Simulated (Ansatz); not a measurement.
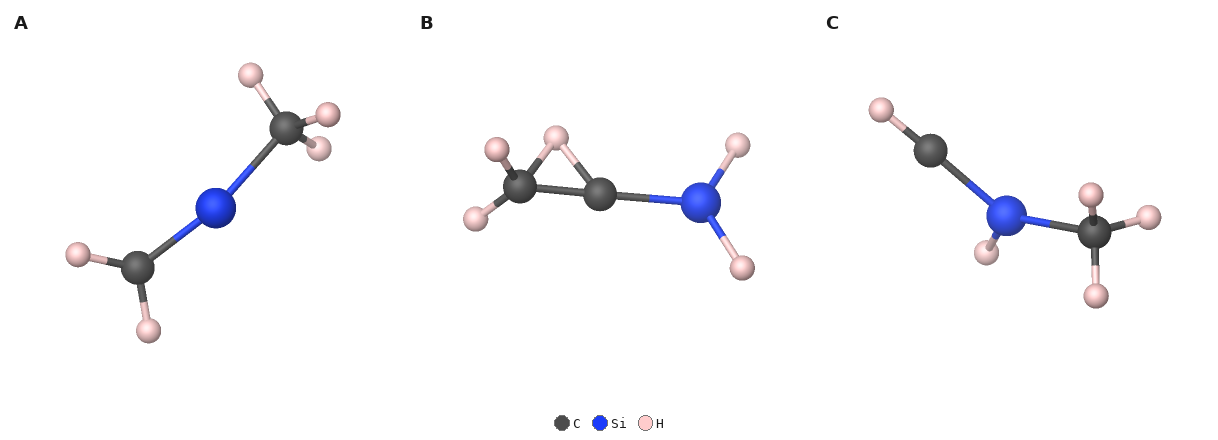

3 stationary structures of one formula. State: charge +1, singlet. Geometries: PBE0-D4/def2-TZVP. Electronic energies: PBE0-D4/def2-TZVP (Ansatz 0.2.0), without zero-point energy. No frequency run is at hand to confirm each as a minimum. Each is one conformer, not always the lowest.

Which structure is the most stable?

Answer. A is lowest (Cs); B lies 122.3 kJ/mol above it (Cs), C lies 177.4 kJ/mol above it (Cs).
